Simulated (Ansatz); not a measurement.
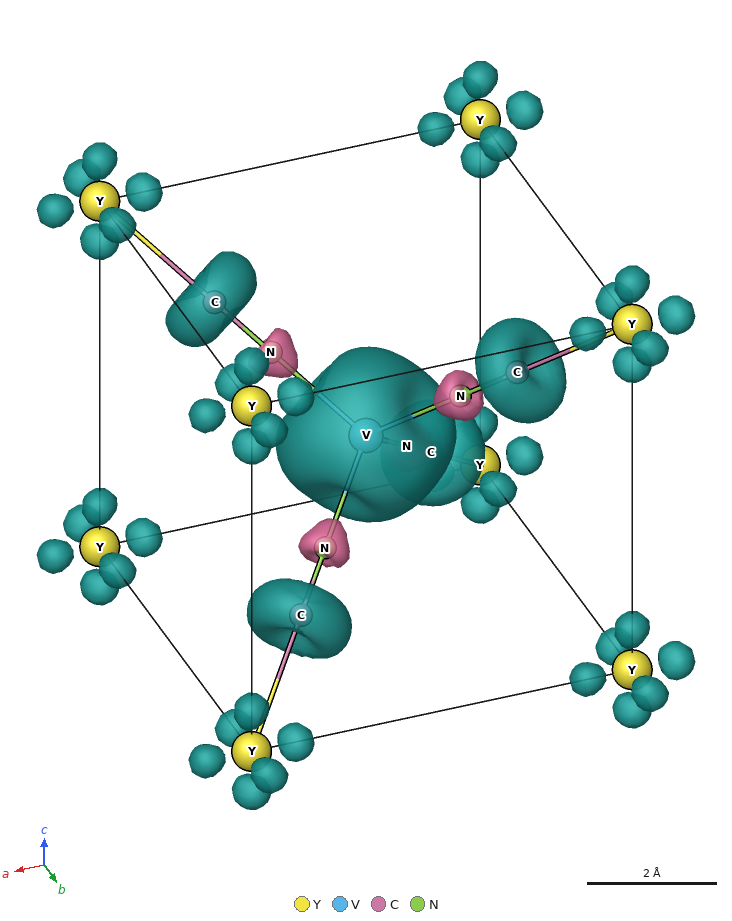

YVC$_{4}$N$_{4}$. Isosurfaces of the magnetisation density (up minus down) at +0.04 (teal) and −0.04 e/Å³ (pink), seen at an oblique angle. Sticks mark near contacts.

Space group P-43m; a structure generated by program, which may or may not match a known phase; spin-polarised.

Theory: DFT PBE, scalar-relativistic, plane waves, PAW in Ansatz 0.2.0.

The density is the valence pseudo-density of a PAW calculation; it isn't the true density close to the nuclei.

### Which atoms carry the moments, and with what signs?

The spin density sits on V: +1.7 μB in one cell of 10 atoms, with smaller moments on other sites: Y (up to +0.12 μB) and C (up to +0.05 μB): parallel main moments, as they must be, since the calculation's own cell holds one magnetic site. The cell of the calculation (10 atoms) carries 4.0 μB of net spin moment.
